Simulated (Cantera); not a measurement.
Feed: 1 mol Si, 1.3 mol Cl2, 8.7 mol H2, held at 0.100 bar.

These are equilibrium values from Cantera (NASA tables, ideal gas, pure condensed phases), not measurements of a reactor. Candidate condensed phases: Si; 19 gas species. The tables' values for SiCl3 are old estimates; treat these amounts as uncertain. The numbers say what is thermodynamically allowed, not how fast it happens.

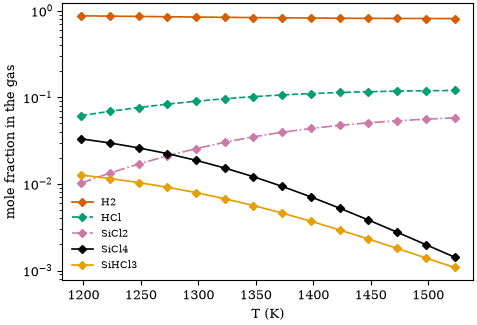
Figure: Equilibrium gas composition (values under 1e-9 drawn at 1e-9)

From 1198 K to 1523 K the condensed part is Si(s). The main Si-bearing gas is SiCl4 at 1198 K and SiCl2 at 1523 K. The share of Si in condensed phases is highest at 1248 K (40.5 %) and lowest at 1523 K (34.4 %).
